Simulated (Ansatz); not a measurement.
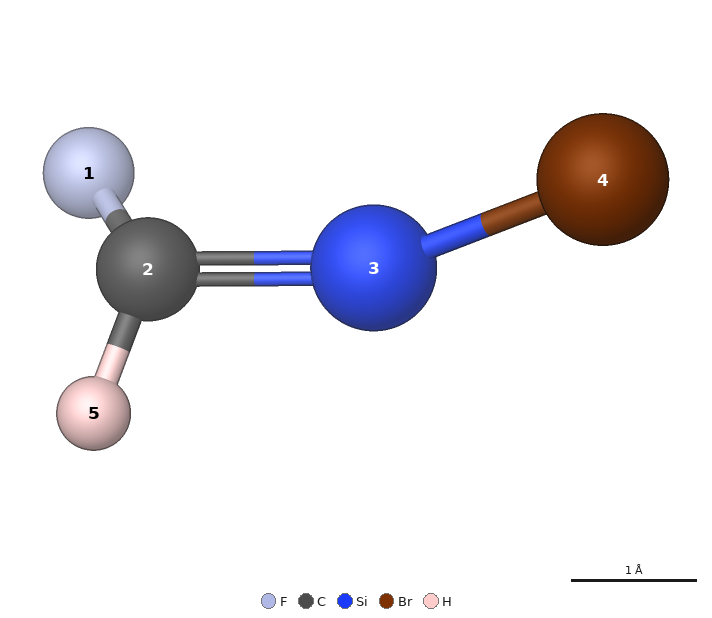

Figure made from data computed with Ansatz.

Orthographic view. Atoms fade into the background with distance from the viewer. Charge +1, singlet. Geometry: atoms displaced at random (about 0.1 Å) from a stationary point of GFN2-xTB.

Write a Z-matrix (Å, degrees) in the order of the atom numbers, with these reference atoms: 2 to 1; 3 to 2, 1; 4 to 3, 2, 1; 5 to 2, 1, 3.

```
F  
C    1   1.345
Si   2   1.830   1   117.4
Br   3   2.131   2   155.9   1    86.6
H    2   1.238   1   118.5   3  -135.7
```
